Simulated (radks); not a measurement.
# Run report: S, atomic calculation

System: atomic sulfur (S) in the configuration [He] 2s2 2p5.75 3s2 3p4 4p0.25 (2p: 3 up, 2.75 down, 3p: 3 up, 1 down, 4p: 0.25 up, 0 down).
Method: non-relativistic Kohn-Sham, SCAN, spin-polarised, spherical densities, point nucleus (the in-house radial solver radks).

Summary:

```tsv
quantity	value
outcome	converged
total energy	−396.651541 hartree
kinetic energy	396.158294 hartree
electron–nucleus energy	−940.913838 hartree
Hartree energy	173.422058 hartree
exchange–correlation energy	−25.318054 hartree
radius at density 0.001 e/bohr³	3.93 bohr
SCF iterations	21
hardware	1 CPU thread, shared host
```

Input:
```
Z 16
configuration [He] 2s2 2p5.75 3s2 3p4 4p0.25
relativity non-relativistic
functional scan,scan
spin polarised
nucleus point
```

Energies in input and log are in hartree, lengths in bohr.

Launched within a batch (the task file carries these settings):
```bash
python <driver script> task.json out
```

Log:
```
1s      1   1.0000         -89.01034586
2s      1   1.0000          -8.19860828
2p      1   3.0000          -6.16448012
3s      1   1.0000          -0.79169603
3p      1   3.0000          -0.38215231
4p      1   0.2500          -0.01742183
1s      2   1.0000         -88.97013016
2s      2   1.0000          -8.15090947
2p      2   2.7500          -6.09997967
3s      2   1.0000          -0.69348681
3p      2   1.0000          -0.29241758
4p      2   0.0000           0.00028711
Etot -396.6515409814354
Ekin 396.1582937344872
Encl -940.9138379383515
Eh 173.42205755772488
Exc -25.318054335295933
err 9.625673018672681e-07
it 21
```

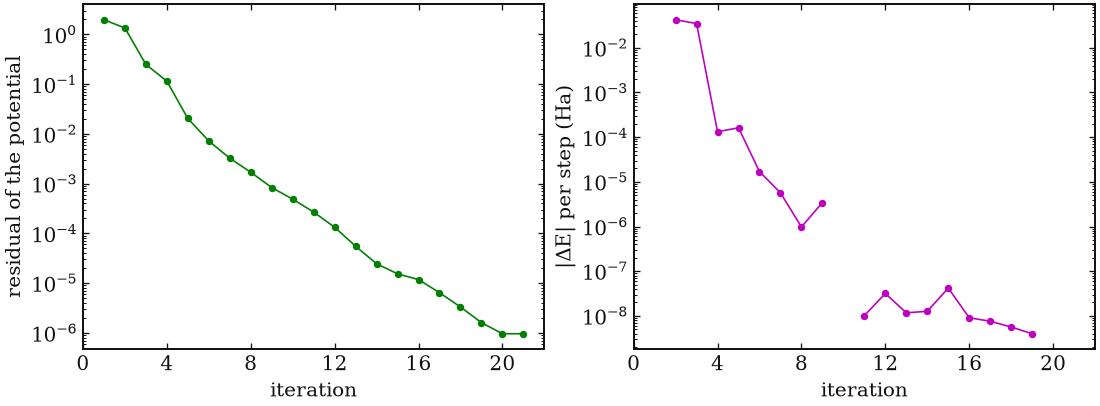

Fig. 1: Convergence: residual of the potential and change of the energy from step to step (the smallest changes aren't drawn) against the iteration. The residual falls almost steadily, with no more than small rises or pauses. It goes from 2.0 to 9.6×10⁻⁷ in 21 steps.

Orbitals:

| orbital | occupation | energy (eV) | ⟨r⟩ (bohr) | outer maximum (bohr) |
| --- | --- | --- | --- | --- |
| 1s up | 1 | −2422.1 | 0.09733 | 0.0637 |
| 1s down | 1 | −2421.0 | 0.09728 | 0.0637 |
| 2s up | 1 | −223.095 | 0.4760 | 0.388 |
| 2s down | 1 | −221.798 | 0.4767 | 0.388 |
| 2p up | 3 | −167.744 | 0.4379 | 0.325 |
| 2p down | 2.75 | −165.989 | 0.4390 | 0.326 |
| 3s up | 1 | −21.543 | 1.658 | 1.39 |
| 3s down | 1 | −18.871 | 1.685 | 1.40 |
| 3p up | 3 | −10.399 | 1.934 | 1.55 |
| 3p down | 1 | −7.957 | 2.015 | 1.57 |
| 4p up | 0.25 | −0.474 | 13.35 | 12.0 |

Slater integrals of the outer shells (hartree):

| integral | value |
| --- | --- |
| F0(4p,4p) | 0.0675 |
| F2(4p,4p) | 0.0359 |
| F0(4p,3p) | 0.0874 |
| F2(4p,3p) | 0.0054 |
| G0(4p,3p) | 0.0007 |
| G2(4p,3p) | 0.0008 |
| F0(4p,3s) | 0.0876 |
| G1(4p,3s) | 0.0010 |
| F0(4p,2p) | 0.0883 |
| F2(4p,2p) | 0.0008 |
| G0(4p,2p) | 0.0002 |
| G2(4p,2p) | 0.0002 |
| F0(3p,3p) | 0.4688 |
| F2(3p,3p) | 0.2350 |
| F0(3p,3s) | 0.5026 |
| G1(3p,3s) | 0.3309 |
| F0(3p,2p) | 0.6423 |
| F2(3p,2p) | 0.1013 |
| G0(3p,2p) | 0.0395 |
| G2(3p,2p) | 0.0391 |

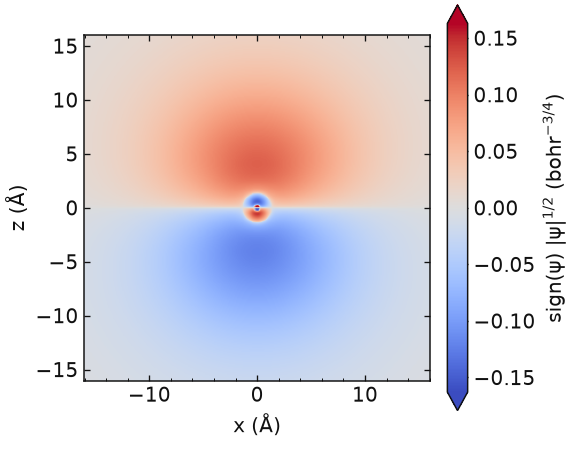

Fig. 2: One occupied orbital of up spin is shown. In the xz plane through the nucleus, the colour gives the signed square root of ψ. (1 bohr = 0.529 Å.) The radial function comes from the spherical calculation and is multiplied by a real spherical harmonic; the overall sign is chosen so that the largest lobe of P(r) is positive. It is 4p(z) of up spin. It has the nodal plane xy and 2 radial nodes, at r = 0.565 and 2.57 bohr; only the outermost can be made out at this scale. The outermost maximum of P² lies at 12.0 bohr, ⟨r⟩ = 13.4 bohr, 90 % of the charge lies within 19.8 bohr, and the eigenvalue is −0.474 eV, with 0.25 electrons in the shell for this spin.

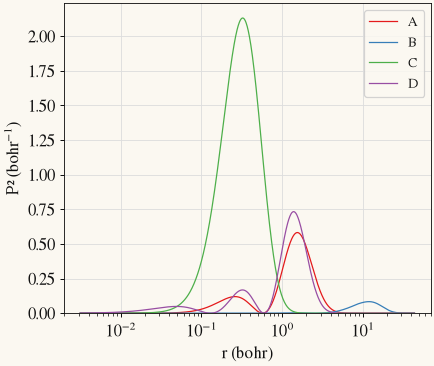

Fig. 3: The radial probability densities P² of 4p up, 3s up, 2p up and 3p up. A is 3p up; B is 4p up; C is 2p up; D is 3s up. 2p up: outer maximum at 0.325 bohr, ⟨r⟩ = 0.438 bohr, 0 nodes, eigenvalue −167.7 eV; 3s up: outer maximum at 1.39 bohr, ⟨r⟩ = 1.66 bohr, 2 nodes, eigenvalue −21.5 eV; 3p up: outer maximum at 1.55 bohr, ⟨r⟩ = 1.93 bohr, 1 node, eigenvalue −10.4 eV; 4p up: outer maximum at 12.0 bohr, ⟨r⟩ = 13.4 bohr, 2 nodes, eigenvalue −0.474 eV.

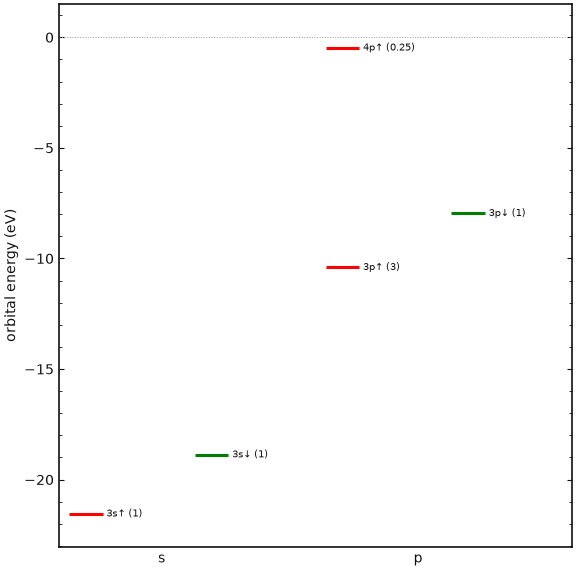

Fig. 4: The outer levels are drawn (occupations in brackets, up spins at the left of each column and down spins at the right). The highest occupied level is 4p up at −0.474 eV. From the top down the occupied levels run 4p up (−0.474 eV), 3p down (−7.96 eV), 3p up (−10.4 eV), 3s down (−18.9 eV), 3s up (−21.5 eV). The largest exchange splitting (down less up) among the shells drawn in both spins is that of 3s, 2.67 eV. The open 2p shell lies under a filled one.
